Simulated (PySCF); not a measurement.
## A study: C$_{3}$H$_{4}$FNO, SMILES `O=C/N=C/CF`

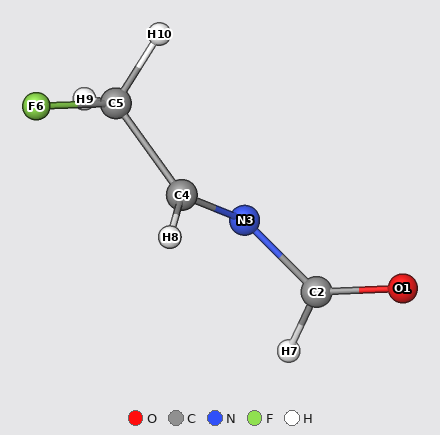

The molecule, with its atoms numbered as below. No frequency check shows the geometry to be a minimum.

Coordinates in Å:

```
O1      -2.7814   -0.3405   -0.4004
C2      -1.9826    0.1609    0.3417
N3      -0.6801    0.3866    0.0834
C4       0.3982   -0.2411    0.1314
C5       1.6778    0.3815   -0.3253
F6       2.7464   -0.3288    0.1464
H7      -2.2701    0.6534    1.2947
H8       0.4899   -1.2618    0.5125
H9       1.7769    1.4126    0.0293
H10      1.7361    0.3649   -1.4212
```

Part 1: Bonding charge

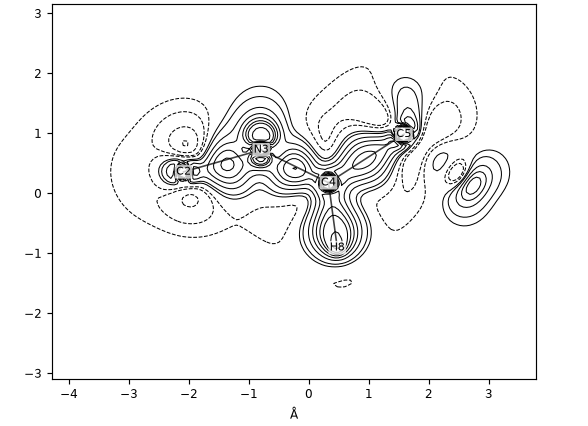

Deformation density (molecule less spherical, spin-averaged free atoms) in the plane of C2, N3, C4, C5 and H8; contours at ±0.05 to ±0.8 e/Å³; solid lines: gain, dashed lines: loss.

Level of theory: PBE0/cc-pVDZ (PySCF), at a geometry from GFN2-xTB.

Describe the bonding that the map shows.

Answer. C4–H8: +0.73 e/Å³ at the bond critical point (bond length 1.09 Å, Mayer order 0.9). C4–C5: +0.55 e/Å³ at the bond critical point (bond length 1.50 Å, Mayer order 1.0). N3–C4: +0.49 e/Å³ at the bond critical point (bond length 1.25 Å, Mayer order 1.9). C2–N3: +0.37 e/Å³ at the bond critical point (bond length 1.35 Å, Mayer order 1.2). In all, 2.3 electrons gather in the regions of gain relative to the promolecule.

Where do the Hirshfeld charges lie?

Answer. The highest Hirshfeld charge is on C2 (+0.14 e), the lowest on O1 (−0.25 e).

```tsv
atom	charge (e)
O1	−0.25
C2	+0.14
N3	−0.10
C4	+0.08
C5	+0.03
F6	−0.10
H7	+0.04
H8	+0.06
H9	+0.06
H10	+0.06
```

Part 2: Bond critical points

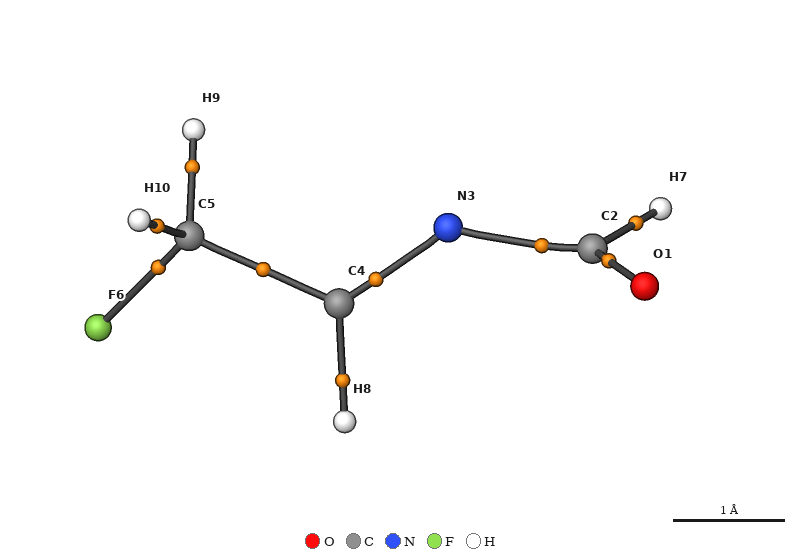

Molecular graph of the electron density (QTAIM): bond paths, bond critical points (orange), ring points (yellow, if any); weak paths are dashed.

How many critical points of each kind are there, and does the count close?

Answer. 10 nuclei, 9 bond, 0 ring and 0 cage critical points: 10 − 9 + 0 − 0 = 1, as the Poincaré–Hopf relation requires.

What does the calculation give at each kind of bond critical point?

Answer.
| bond | length (Å) | ρ (a.u.) | ∇²ρ (a.u.) | ε | H (a.u.) |
| --- | --- | --- | --- | --- | --- |
| O1–C2 | 1.200 | 0.413 | +0.62 | 0.08 | −0.706 |
| N3–C4 | 1.249 | 0.378 | −0.28 | 0.16 | −0.676 |
| C2–N3 | 1.347 | 0.322 | −0.93 | 0.03 | −0.527 |
| C5–H9 | 1.095 | 0.282 | −1.08 | 0.05 | −0.305 |
| C5–H10 | 1.098 | 0.279 | −1.05 | 0.05 | −0.300 |
| C4–H8 | 1.093 | 0.279 | −1.07 | 0.01 | −0.302 |
| C2–H7 | 1.111 | 0.273 | −1.01 | 0.03 | −0.286 |
| C4–C5 | 1.495 | 0.267 | −0.64 | 0.09 | −0.221 |
| C5–F6 | 1.367 | 0.243 | −0.08 | 0.05 | −0.333 |

What kind of interaction is C4–C5?

Answer. Shared-shell (covalent): ρ = 0.267, ∇²ρ = −0.64, H = −0.221 a.u.

Part 3: Local ionisation energy

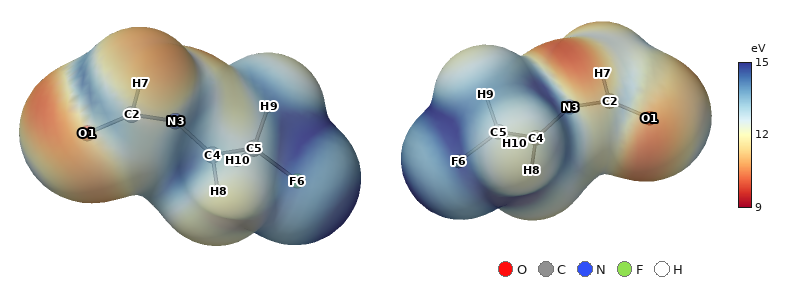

Average local ionisation energy on the surface of electron density 0.001 a.u. (back view left, front view right).

Where are the most loosely bound electrons on this surface?

Answer. The lowest value is 9.9 eV, 1.8 Å from O1. Further minima include 10.0 eV, 1.9 Å from N3; 10.2 eV, 1.7 Å from O1; 10.7 eV, 1.4 Å from H7. For comparison, the highest occupied orbital lies at −7.4 eV.

Part 4: Excited states

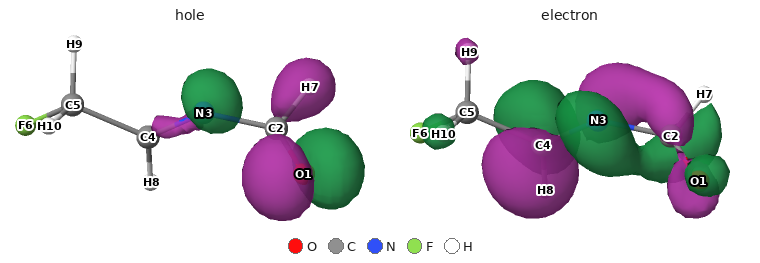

Leading natural transition orbital pair of S₃ (full linear response singlet states); the surfaces enclose about 70 % of each orbital's density.

PySCF calculation, PBE0/cc-pVDZ, gas phase; geometry: GFN2-xTB. Without diffuse functions Rydberg states are missing, so the states' numbers hold for this basis only.

Give its energy and the atoms that hole and electron lie on.

Answer. 5.54 eV (224 nm), f = 0.007; the leading pair carries 90 %; hole on O1 (60 %), N3 (14 %) and C2 (12 %), electron on C4 (30 %), N3 (27 %) and C2 (16 %); their centroids lie 1.7 Å apart. In canonical orbitals it is mainly HOMO−1 → LUMO (54 %). The HOMO–LUMO gap is 6.19 eV.

Part 5: In an electric field

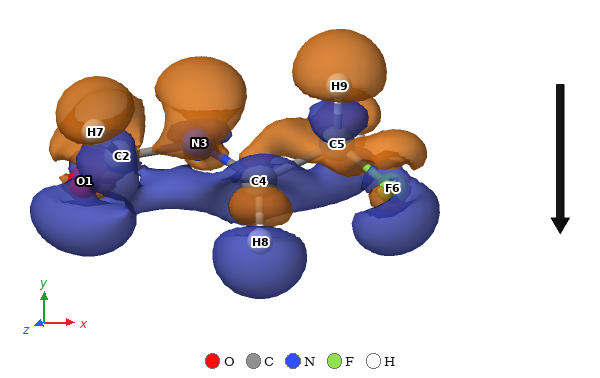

Change of the electron density in a uniform field of 0.10 V/Å along −y (arrow), surfaces at ±0.0006 e/Å³ (orange: gain, blue: loss).

PySCF calculation, PBE0/def2-SVPD, gas phase; geometry: GFN2-xTB.

What dipole is induced, and what polarisability does it imply?

Answer. The induced dipole is 0.21 D (along the field); α along this axis, from the fields in both directions, is 41 bohr³ (6.1 Å³).

Which atoms gain and lose the most charge?

Answer. Electrons gather most on H9 (Hirshfeld charge changes by −0.004 e) and leave H8 most (+0.004 e); 0.023 electrons are displaced in all.

Part 6: Localised orbitals

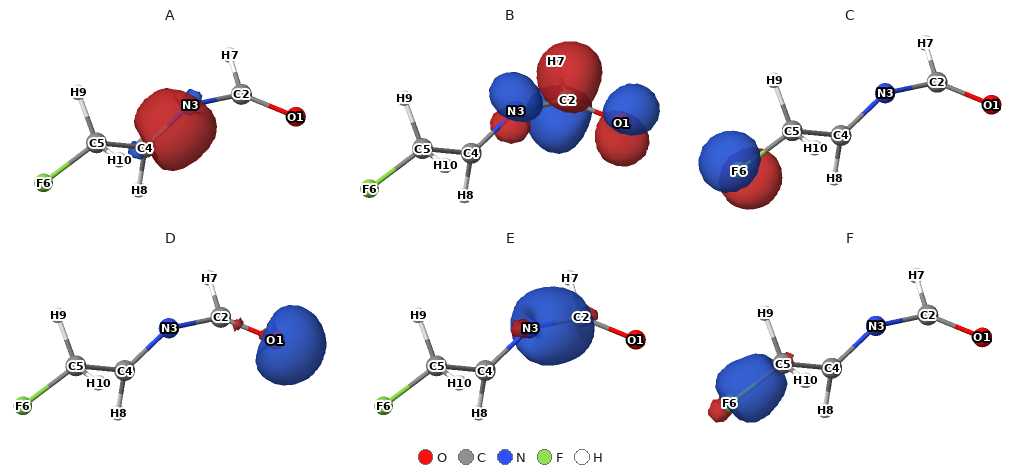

Intrinsic bond orbitals (IBO), occupied and valence-virtual; each surface holds about 80 % of the orbital's density. Energies are diagonal elements of the Fock matrix.

PySCF calculation, BP86/def2-TZVP, gas phase; geometry: GFN2-xTB.

What does each orbital represent in a Lewis picture?

Answer. By panel:
- A: σ bond N3–C4 (N3 56 %, C4 43 %; −20.1 eV)
- B: π* orbital C2–O1 (C2 57 %, O1 30 %, N3 12 %; −0.3 eV)
- C: lone pair on F6 (p-type) (F6 98 %; −10.2 eV)
- D: lone pair on O1 (sp0.7-type) (O1 99 %; −13.7 eV)
- E: σ bond N3–C2 (N3 59 %, C2 40 %; −18.7 eV)
- F: σ bond F6–C5 (F6 69 %, C5 31 %; −21.9 eV)

The PySCF runs shown took 24 s, 7 min, 75 s and 81 s on 1 thread of Intel(R) Xeon(R) Processor @ 2.50GHz (Skylake/Cascade Lake), with other jobs on the host.
